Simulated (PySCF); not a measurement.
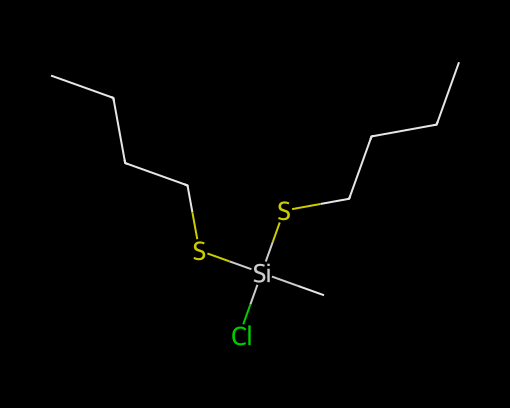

A structural formula.

Question: Give its SMILES.

Answer: CCCCS[Si](C)(Cl)SCCCC

Question: What is the molecular formula?

Answer: C9H21ClS2Si.

Question: An optimisation with PBE0-D3(BJ)/def2-SVP gave a structure of which point group?

Answer: C1. Other conformers may differ.

More results for the same structure follow; atom numbers are the same in all pictures, views and colours differ. The geometry was computed by an optimisation with PBE0-D3(BJ)/def2-SVP. No frequency run is at hand to confirm it as a minimum.

Electronic properties

No frequency run is at hand to confirm it as a minimum. Method: ωB97X-D/def2-SVPD, gas phase (PySCF 2.14.0). Excitations: vertical, linear response.

Question: Give the LUMO energy (Kohn–Sham orbital) at this level.

Answer: 1.62 eV.

Question: What is the dipole moment?

Answer: 2.55 D.

Question: Estimate the brightest of the 10 lowest singlets.

Answer: 6.66 eV.

Question: Estimate the mean static polarisability.

Answer: 192.2 bohr³.

Quadrupole coupling

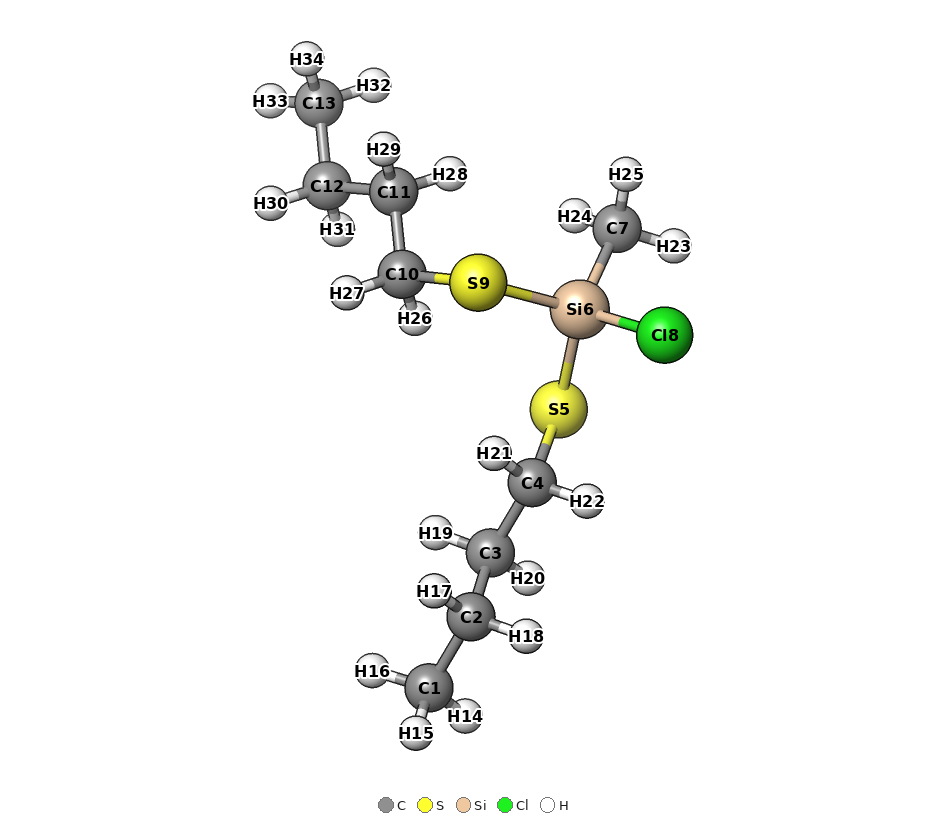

No frequency run is at hand to confirm it as a minimum. Electric field gradients from the ground-state density, PBE0/pcSseg-1 (PySCF 2.14.0), non-relativistic apart from any core potentials.

Give the largest field-gradient component, the quadrupole coupling constant and the asymmetry for 33S at S5 (Q = −67.81 mb), 35Cl at Cl8 (Q = −81.7 mb), 33S at S9 (Q = −67.81 mb).

```
atom  V_zz (a.u.)  e²qQ/h (MHz)     η
  S5       −2.065          32.9  0.83
 Cl8        2.207         −42.4  0.04
  S9       −2.167          34.5  0.83
```

NMR shielding

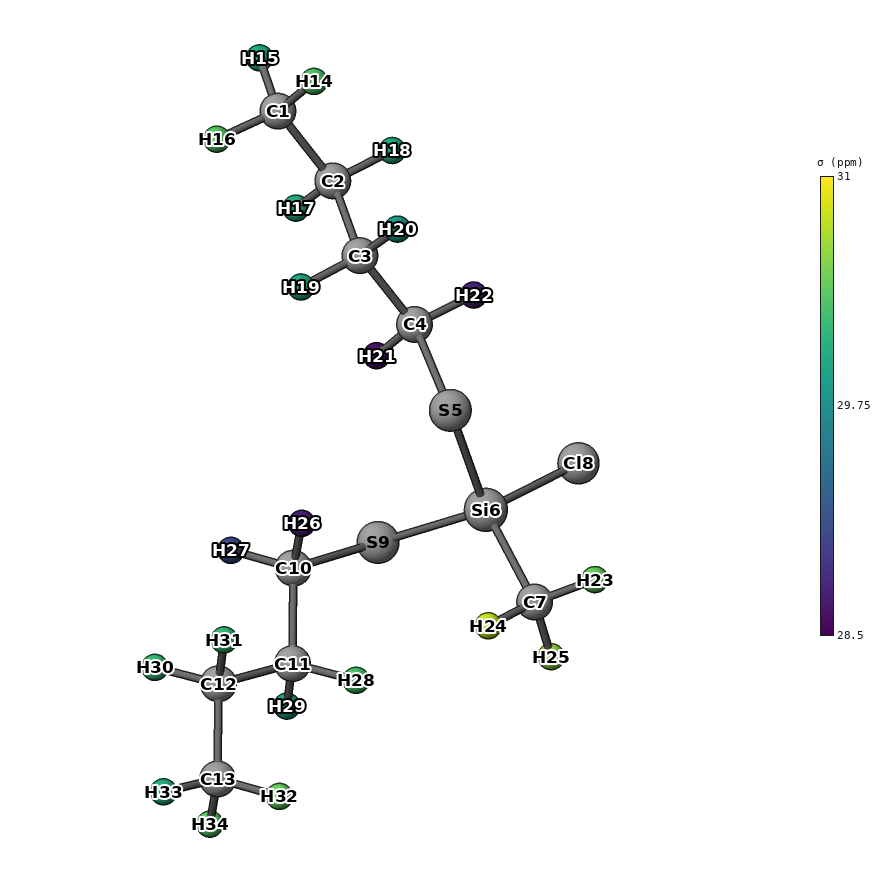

Atoms are coloured by their isotropic NMR shieldings (H only, the others grey). No frequency run is at hand to confirm it as a minimum. Method: GIAO PBE0/pcSseg-1 NMR shielding, non-relativistic, gas phase (PySCF 2.14.0).

Question: Which H atom is the most shielded (lowest chemical shift)?

Answer: H24 (30.78 ppm).

Question: Which H atom is the least shielded (highest chemical shift)?

Answer: H21 (28.63 ppm).

Question: How wide is the range of H shifts?

Answer: 2.15 ppm.

List the isotropic NMR shieldings of the H atoms.

```
atom  σ (ppm)
 H14    30.31
 H15    30.02
 H16    30.34
 H17    30.04
 H18    30.04
 H19    29.99
 H20    29.89
 H21    28.63
 H22    28.75
 H23    30.41
 H24    30.78
 H25    30.58
 H26    28.73
 H27    29.07
 H28    30.28
 H29    29.91
 H30    30.20
 H31    30.20
 H32    30.43
 H33    30.08
 H34    30.36
```
